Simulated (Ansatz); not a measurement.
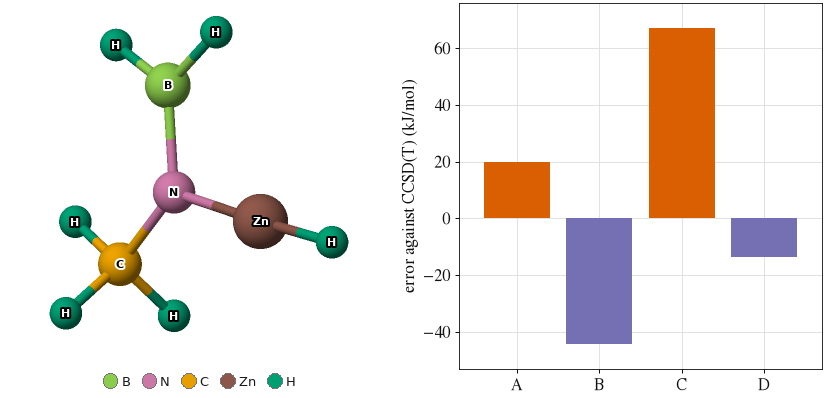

Error in the electronic atomisation energy (method less reference, so positive means overbinding) of CH₆BNZn, SMILES B[N](C)[ZnH], singlet: functionals in def2-TZVPP against frozen-core CCSD(T) at the limit (MP2 extrapolated from triple and quadruple zeta, plus CCSD(T) less MP2 in a smaller set), which gives 3279.9 kJ/mol, at a PBE0-D4/def2-TZVP geometry (no frequency check), no zero-point or spin-orbit term, the Ansatz code 0.2.0. The reference leaves out core correlation, a term that grows with the number of heavy atoms. Choice of cores on heavy atoms: Zn/Cu 3s3p. B2PLYP holds a correlation term that converges slowly with the basis, so part of the distance to the limit is basis error. No dispersion term is added to B2PLYP. Limit means the basis limit.

Question: The letters stand for B2PLYP, B3LYP-D4, CCSD limit and PBE-D4. Which is which?

Answer: A: B3LYP-D4 (19.9 kJ/mol); B: CCSD limit (−44.3 kJ/mol); C: PBE-D4 (67.0 kJ/mol); D: B2PLYP (−13.7 kJ/mol).

Limits of at least one run: no scalar relativity up to krypton.
